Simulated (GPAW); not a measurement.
# A GW chain in GPAW: AsP (puckered monolayer)

Wanted: ground state, empty states, screening and self-energy for AsP (puckered monolayer).

Program: GPAW 26.7.0. Level of theory: LDA and many-body steps on it, plane waves. Results are calculated unless marked as measured.

### Step 1. The starting structure

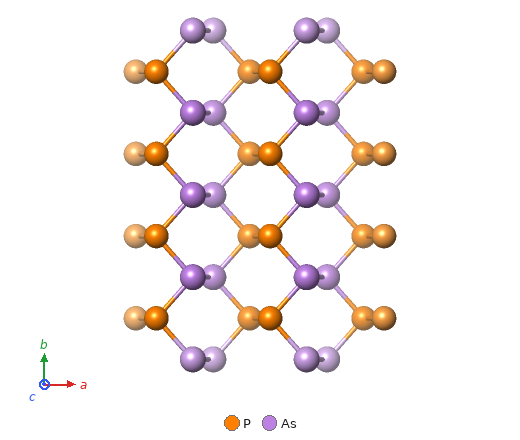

The cell as given, from above (phosphorus orange, arsenic purple). 2×3×1 cells are drawn. Some periodic images of atoms are drawn too.

The cell holds 4 atoms: 2 P and 2 As. Its edges and angles: a = 4.627 Å, b = 3.340 Å, c = 13.100 Å, α = 90.0°, β = 90.0°, γ = 90.0°. Vacuum lies along c.

The start is a generated structure, not a measured one.

### Step 2. Relaxation

This step: GPAW 26.7.0; DFT, LDA, plane waves, PAW.

Gaps follow bond lengths, so the structure is brought to rest first.

run.py

```python
import json
import numpy as np
from gpaw.mpi import world
from ase import Atoms
from ase.constraints import FixSymmetry
from ase.filters import FrechetCellFilter
from ase.optimize import BFGS
from gpaw import GPAW, PW, FermiDirac

atoms = Atoms(['P', 'As', 'As', 'P'],
    cell=[[4.6269869605, 0.0000000000, 0.0000000000],
      [0.0000000000, 3.3404588788, 0.0000000000],
      [0.0000000000, 0.0000000000, 13.1000000000]],
    scaled_positions=[[0.0900000000, 0.0000000000, 0.5809787329],
      [0.4100000000, 0.5000000000, 0.5809787329],
      [0.5900000000, 0.5000000000, 0.4190212671],
      [0.9100000000, 0.0000000000, 0.4190212671]],
    pbc=(True, True, False))
atoms.set_constraint(FixSymmetry(atoms))
atoms.calc = GPAW(mode=PW(550),
    xc='LDA',
    kpts={'size': (6, 8, 1), 'gamma': True},
    occupations=FermiDirac(0.02),
    convergence={'density': 1e-5},
    txt='relax.txt')
steps = []
opt = BFGS(FrechetCellFilter(atoms, mask=[1, 1, 0, 0, 0, 1]), logfile='bfgs.log')
opt.attach(lambda: steps.append([atoms.get_potential_energy(), atoms.cell[:], atoms.positions.copy(), atoms.get_forces()]))
converged = opt.run(fmax=0.03, steps=50)
res = {'converged': bool(converged), 'steps': steps, 'cell': atoms.cell[:], 'frac': atoms.get_scaled_positions()}

if world.rank == 0:
    with open('result.json', 'w') as f:
        json.dump(res, f, default=lambda x: x.tolist())
```

On the command line:

```console
> mpirun -n 8 gpaw python run.py
```

Numbers of over 12 decimals in the logs are rounded to 6 here.

The program printed:

```text
Step     Time          Energy          fmax
BFGS:    0       -21.663292        2.410409
BFGS:    1       -21.904279        1.556550
BFGS:    2       -22.092912        0.323654
[...]
BFGS:   19       -22.161452        0.037533
BFGS:   20       -22.161585        0.022135
```

Wall time 99 s (8 MPI ranks of Arm Neoverse V1, shared host); peak memory 2 GiB; 13 min of CPU time.

Relaxation path:

```tsv
step	energy less that of the first step (eV)	largest force (eV/Å)
1	0.0000	2.4104
2	-0.2410	1.5559
3	-0.4296	0.3224
4	-0.4381	0.2475
5	-0.4478	0.2220
6	-0.4551	0.2049
7	-0.4606	0.1756
8	-0.4654	0.2159
9	-0.4706	0.1936
10	-0.4743	0.2009
11	-0.4765	0.1678
12	-0.4787	0.1613
13	-0.4824	0.2449
14	-0.4881	0.2806
15	-0.4938	0.2194
16	-0.4965	0.1194
17	-0.4975	0.0501
18	-0.4977	0.0310
19	-0.4979	0.0212
20	-0.4982	0.0274
21	-0.4983	0.0233
```

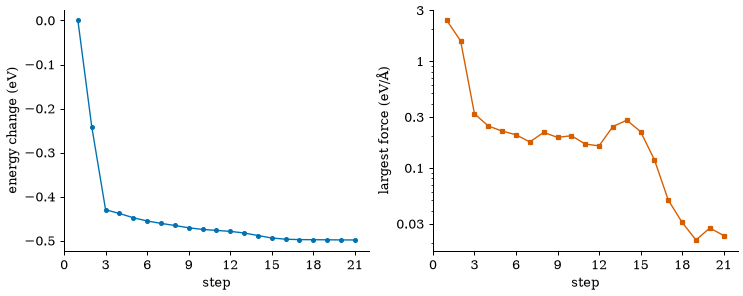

Energy and largest force along the relaxation.

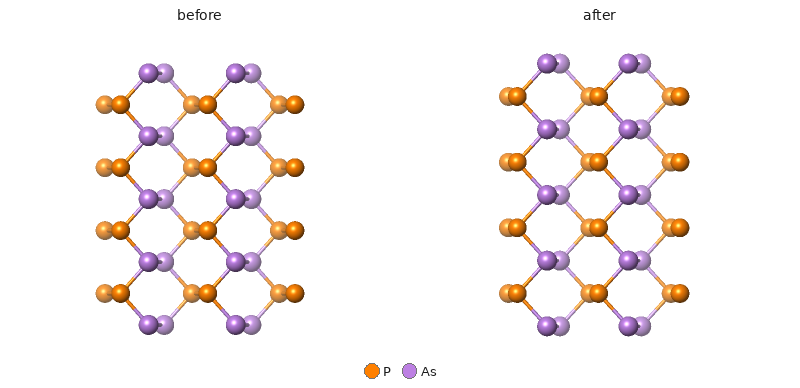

Before and after, at one scale.

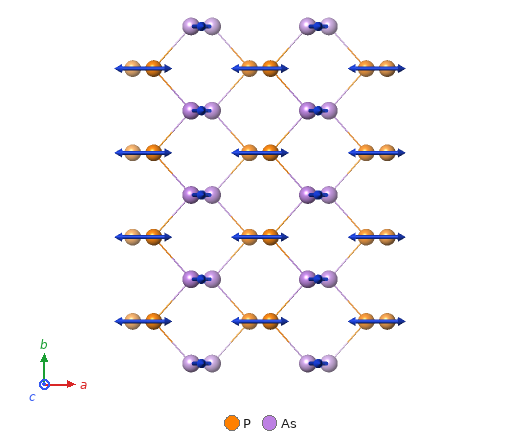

Displacements in the relaxation, exaggerated; the longest in the cell stands for 0.15 Å. 2×3×1 cells are drawn. Some periodic images of atoms are drawn too.

The atoms that moved most (Å):

```tsv
atom	dx	dy	dz	length
P1	-0.152	0.000	0.008	0.152
P4	0.152	0.000	-0.008	0.152
As2	0.048	0.000	0.134	0.143
As3	-0.048	0.000	-0.134	0.143
```

The relaxed structure:

```xyz
4
Lattice="4.3187 0.0000 0.0000 0.0000 3.4867 0.0000 0.0000 0.0000 13.1000" Properties=species:S:1:pos:R:3
P     0.2370    0.0000    7.6189
As    1.8183    1.7434    7.7452
As    2.5004    1.7434    5.3548
P     4.0817    0.0000    5.4811
```

### Step 3. Ground state

The ground-state density comes first.

run.py

```python
import json
import numpy as np
from gpaw.mpi import world
from ase import Atoms
from gpaw import GPAW, PW, FermiDirac

atoms = Atoms(['P', 'As', 'As', 'P'],
    cell=[[4.3186919646, 0.0000000000, 0.0000000000],
      [0.0000000000, 3.4867397775, 0.0000000000],
      [0.0000000000, 0.0000000000, 13.1000000000]],
    scaled_positions=[[0.0548721981, 0.0000000000, 0.5815920509],
      [0.4210292259, 0.5000000000, 0.5912392982],
      [0.5789707741, 0.5000000000, 0.4087607018],
      [0.9451278019, 0.0000000000, 0.4184079491]],
    pbc=(True, True, False))
calc = GPAW(mode=PW(450),
    xc='LDA',
    kpts={'size': (8, 10, 1), 'gamma': True},
    occupations=FermiDirac(0.001),
    nbands=-8,
    convergence={'density': 1e-6, 'bands': -3},
    maxiter=100,
    txt='gs.txt')
atoms.calc = calc
res = {'energy': atoms.get_potential_energy()}
kpts = calc.get_ibz_k_points()
res['kpts'] = kpts
res['eigenvalues'] = [calc.get_eigenvalues(kpt=k) for k in range(len(kpts))]
res['n_electrons'] = calc.get_number_of_electrons()
calc.write('gs.gpw')

if world.rank == 0:
    with open('result.json', 'w') as f:
        json.dump(res, f, default=lambda x: x.tolist())
```

On the command line:

```console
> mpirun -n 8 gpaw python run.py
```

The program printed:

```text
__  _  _
 | _ |_)|_||  |
 |__||  | ||/\| - 26.7.0

Input parameters:
  mode=PW(ecut=450.000000),
  convergence={'density': 1e-06, 'bands': -3},
  kpts=MonkhorstPack(size=(8, 10, 1), gamma=True),
  maxiter=100,
  nbands=-8,
  occupations=Occupations(name='fermi-dirac', width=0.001, fixmagmom=False),
  xc=XC(name='LDA')
  [... matrices ...]
Diagonalizing LCAO Hamiltonian
Converting LCAO to pw mode
   .----------.
  /|          |
 * |          |
 | |          |
 | |          |
 | |          |
 | |          |
 | |          |
 | |   As     |
 |P|          |
 | |    As    |
 | |       P  |
 | |          |
 | |          |
 | |          |
 | |          |
 | .----------.
 |/          /
 *----------*

Atoms  # Å, Bohr magnetons
|   | symbol |        x |        y |        z |    initial magnetic moments |
| 0 |      P | 0.236976 | 0.000000 | 7.618856 | ( 0.0000,  0.0000,  0.0000) |
| 1 |     As | 1.818296 | 1.743370 | 7.745235 | ( 0.0000,  0.0000,  0.0000) |
| 2 |     As | 2.500396 | 1.743370 | 5.354765 | ( 0.0000,  0.0000,  0.0000) |
| 3 |      P | 4.081716 | 0.000000 | 5.481144 | ( 0.0000,  0.0000,  0.0000) |

Unit cell  # Å
| periodic |        x |        y |         z |   lengths |    angles |
|      yes | 4.318692 | 0.000000 |  0.000000 |  4.318692 | 90.000000 |
|      yes | 0.000000 | 3.486740 |  0.000000 |  3.486740 | 90.000000 |
|       no | 0.000000 | 0.000000 | 13.100000 | 13.100000 | 90.000000 |

Number of symmetries: 4
Symmetry operations  # r_c * U_cc + t_c -> r_c
|   | kind |            matrix            |
| 0 |  E   |  1, 0, 0,  0, 1, 0,  0, 0, 1 |
| 1 |  σ   |  1, 0, 0,  0,-1, 0,  0, 0, 1 |
| 2 |  C2  | -1, 0, 0,  0, 1, 0,  0, 0,-1 |
| 3 |  i   | -1, 0, 0,  0,-1, 0,  0, 0,-1 |

BZ-sampling:
  Number of BZ points: 80
  Number of IBZ points: 30

  Monkhorst-Pack size: [8, 10, 1]
  Monkhorst-Pack shift: [0.0625, 0.05, 0.0]

K-points  # in reciprocal-cell coordinates
|     |                                coordinates |     weight |
|   0 | (  0.00000000,   0.00000000,   0.00000000) | 0.01250000 |
|   1 | (  0.00000000,   0.10000000,   0.00000000) | 0.02500000 |
|   2 | (  0.00000000,   0.20000000,   0.00000000) | 0.02500000 |
|   3 | (  0.00000000,   0.30000000,   0.00000000) | 0.02500000 |
|   4 | (  0.00000000,   0.40000000,   0.00000000) | 0.02500000 |
|   5 | (  0.00000000,   0.50000000,   0.00000000) | 0.01250000 |
|   6 | (  0.12500000,   0.00000000,   0.00000000) | 0.02500000 |
|   7 | (  0.12500000,   0.10000000,   0.00000000) | 0.05000000 |
|   8 | (  0.12500000,   0.20000000,   0.00000000) | 0.05000000 |
|   9 | (  0.12500000,   0.30000000,   0.00000000) | 0.05000000 |
| ... |                                            |            |
|  29 | (  0.50000000,   0.50000000,   0.00000000) | 0.01250000 |

Plane wave coefficients: 4316
Cutoff: 450.000000 eV

Spin-components: 1 (collinear spins)
Bands:           18
Projectors:      20
Spin-degeneracy: 2
Datatype:        complex128

  Storage: CPU
  Wave functions: 36_866_880 bytes (4_608_360 per core)
  Projectors: 47_107_680 bytes (5_888_460 per core)
  [... matrices ...]
Parallelization:
  kpt:    8
  domain: 1
  band:   1

Density:
  Valence electrons: 20.0
  Components: 1
  Grid points: [24 18 70]
  Charge: 0.0  # |e|

Potential:
  Grid points: [24 18 70]

species:
  P:
    name:    Phosphorus
    Z:       15.0
    valence: 5
    core:    10
    charge:  0.0  # [|e|]
    compensation charges:
      type: gauss
      rc: 0.30  # [Å]
      lmax: 2
    cutoffs:
      filter: 1.69  # [Å]
      core: 1.81  # [Å]
    projectors
    | kind |    occ | energy [eV] | rcut [Å] |
    |   3s |  2.000 |     -14.015 |    0.953 |
    |   3p |  3.000 |      -5.596 |    0.953 |
    |    s |        |      13.197 |    0.953 |
    |    p |        |      21.615 |    0.953 |
    |    d |        |       0.000 |    0.953 |

    Using partial waves for P as LCAO basis

  As:
    name:    Arsenic
    Z:       33.0
    valence: 5
    core:    28
    charge:  0.0  # [|e|]
    compensation charges:
      type: gauss
      rc: 0.33  # [Å]
      lmax: 2
    cutoffs:
      filter: 1.87  # [Å]
      core: 2.96  # [Å]
    projectors
    | kind |    occ | energy [eV] | rcut [Å] |
    |   4s |  2.000 |     -14.691 |    1.058 |
    |   4p |  3.000 |      -5.342 |    1.058 |
    |    s |        |      12.520 |    1.058 |
    |    p |        |      21.869 |    1.058 |
    |    d |        |       0.000 |    1.058 |

    Using partial waves for As as LCAO basis

Reference energy: -141385.027262  # eV

eigensolver:
  PPCG
  Converge bands: -3
  niter=2

density mixing:
  MSR1-Mixer
  Pratt-step length: 0.05
  Maximum mixing coefficient: 0.75
  Old densities: 10
  SVD Regularization: 0.005
  Good broyden scale: 1.0
  Trust region scale: 1.0
  Backstep threshold: 4.0
  History deletion threshold: 6.0
  Fourier metric: weight=20.0, sigma=0.015

occupation numbers:
  Fermi-Dirac:
    width: 0.0010  # eV

poisson solver:
  ecut: 3600.000000  # eV

xc functional:
  name: None

Initialization done in: 0.868 s

convergence criteria:
- Maximum integral of absolute [dens]ity change: 1e-06 electrons / valence electron
- Maximum [total energy] change in last 3 cyles: 0.0005 eV / valence electron
- Maximum integral of absolute [eigenst]ate change: 4e-08 eV^2 / valence electron
maximum number of iterations: 100

SCF iterations
|iter     |     time |      energy | eigst |  dens |
|iter:   1|  |  -22.352623 | +0.50 |       |
|iter:   2|  |  -22.355004 | -0.92 | -1.02 |
|iter:   3|  |  -22.176624 | -1.58 | -1.06 |
|iter:   4|  |  -22.162736 | -2.49 | -1.57 |
|iter:   5|  |  -22.162278 | -3.37 | -2.19 |
|iter:   6|  |  -22.162194c| -4.29 | -2.66 |
|iter:   7|  |  -22.162197c| -5.20 | -3.09 |
|iter:   8|  |  -22.162197c| -5.92 | -3.65 |
|iter:   9|  |  -22.162197c| -6.64 | -4.12 |
|iter:  10|  |  -22.162197c| -7.28 | -5.00 |
|iter:  11|  |  -22.162197c| -7.79c| -5.59 |
|iter:  12|  |  -22.162197c| -8.19c| -6.30c|

Converged in 12 steps
SCF loop duration: 6.445 s (0.537 s/step)
Energy contributions relative to reference atoms: (reference = -141385.027262)
  [... matrices ...]
Energy contributions:
  Kinetic:          34.769520
  Coulomb:         -33.451320
  Zero:             -0.051755
  External:          0.000000
  Xc:              -23.428641
  Entropy:          -0.000000
  Spinorbit:         0.000000
  ----------------------------
  Free energy:     -22.162197
  Extrapolated:    -22.162197

dipole moment: (-0.000007, -18.926536, -0.000022)  # |e|*Ang

Fermi level: -0.006
Eigenvalues  # (at kpt = [0.000, 0.000, 0.000])
| band index |      eig [eV] | occ [0-2] |
|          0 |       -15.219 |     2.000 |
|        ... |               |           |
|          2 |        -9.327 |     2.000 |
|          3 |        -5.602 |     2.000 |
|          4 |        -5.310 |     2.000 |
|          5 |        -4.805 |     2.000 |
|          6 |        -3.716 |     2.000 |
|          7 |        -2.307 |     2.000 |
|          8 |        -1.840 |     2.000 |
|          9 |        -0.316 |     2.000 |
|         10 |         0.209 |     0.000 |
|         11 |         1.340 |     0.000 |
|         12 |         2.335 |     0.000 |
|         13 |         3.191 |     0.000 |
|         14 |         3.791 |     0.000 |
|         15 |         4.516 |     0.000 |
|         16 |         5.561 |     0.000 |
|         17 |         6.059 |     0.000 |

Gap: 0.248 eV
Transition (v -> c):
  (s=0, k=18, n=9, [0.38, 0.00, 0.00]) -> (s=0, k=0, n=10, [0.00, 0.00, 0.00])
Direct/indirect transitions are different
Direct gap: 0.525 eV
Transition at: (s=0, k=0, n=9, [0.00, 0.00, 0.00])
vacuum-level: 4.480  # V
# Writing to gs.gpw (mode='')
  [... matrices ...]
```

Run time: 9.2 s. Hardware: 8 MPI ranks; peak memory 1.4 GiB; 72 s of CPU time.

This step gave:

* total energy: -22.16 eV
* gap: 0.2480 eV
* k of the valence top: 0.375, 0, 0
* k of the conduction bottom: 0, 0, 0
* least direct gap: 0.5246 eV

The gap is indirect, with the least direct gap 0.28 eV higher.

### Step 4. Empty states on the mesh, 6×8×1 mesh, 218 bands

The sums over transitions need many empty states on a uniform mesh; this step solves for them.

run.py

```python
import json
import numpy as np
from gpaw.mpi import world
from gpaw import GPAW

calc = GPAW('gs.gpw').fixed_density(kpts={'size': (6, 8, 1), 'gamma': True},
    nbands=254,
    convergence={'bands': 218},
    txt='nscf.txt')
calc.write('full.gpw', mode='all')
res = {}
kpts = calc.get_ibz_k_points()
res['kpts'] = kpts
res['eigenvalues'] = [calc.get_eigenvalues(kpt=k) for k in range(len(kpts))]
res['n_electrons'] = calc.get_number_of_electrons()

if world.rank == 0:
    with open('result.json', 'w') as f:
        json.dump(res, f, default=lambda x: x.tolist())
```

On the command line:

```console
> mpirun -n 8 gpaw python run.py
```

The program printed:

```text
Diagonalizing LCAO Hamiltonian
Converting LCAO to pw mode
convergence criteria:
- Maximum integral of absolute [eigenst]ate change: 4e-08 eV^2 / valence electron
maximum number of iterations: 100

SCF iterations
|iter     |     time |      energy | eigst |  dens |
|iter:   1|  |             | +4.47 |       |
|iter:   2|  |             | +3.28 |       |
|iter:   3|  |             | +2.16 |       |
[...]
|iter:  14|  |             | -6.92 |       |
|iter:  15|  |             | -7.29 |       |
|iter:  16|  |             | -7.61c|       |
SCF steps: 16
  __  _  _
 | _ |_)|_||  |
 |__||  | ||/\| - 26.7.0

Input parameters:
  mode=PW(ecut=450.000000),
  convergence={'bands': 218},
  gpts=array([24, 18, 70]),
  kpts=MonkhorstPack(size=(6, 8, 1), gamma=True),
  maxiter=100,
  nbands=254,
  occupations=Occupations(name='fermi-dirac', width=0.001, fixmagmom=False),
  parallel={},
  xc=XC(name='LDA')
# Writing to full.gpw (mode='all')
  [... matrices ...]

timing:  # [seconds]
  Total: 0.201  # ━━━━━━━━━━━━━━━━━━━━━━━━━━━━━━━━━━━━━━━━━━━━━━━━━━━━━━━━━━━
```

Elapsed: 2.2 min, on 8 MPI ranks; peak memory 1.9 GiB.

This step gave:

```
gap                                                           : 0.2864 eV
k of the valence top                                          : 0.3333, 0, 0
k of the conduction bottom                                    : 0, 0, 0
least direct gap                                              : 0.5246 eV
k points computed                                             : 20
lowest point of the top converged band, above the valence top : 57.2243 eV
```

On this mesh the gap is 0.286 eV. The earlier step found 0.248 eV, so this mesh misses an edge.

(Part 1 of 2 ends here.)

[Paths, hosts, dates, memory and timing lines, banners, echoed tables and standing remarks are left out of the program output.]

[Logs are printed without paths, hosts, clocks, repeated set-up lines and the standing remarks that a program may print on its own settings, such as how far it seeks lower states.]

[Runs of the session that timed out or met a known fault of the program may be left out.]

[Hosts, paths, dates, database ids (printed as entryN), source tags and the programs' standing remarks are cut or masked in the printed files.]
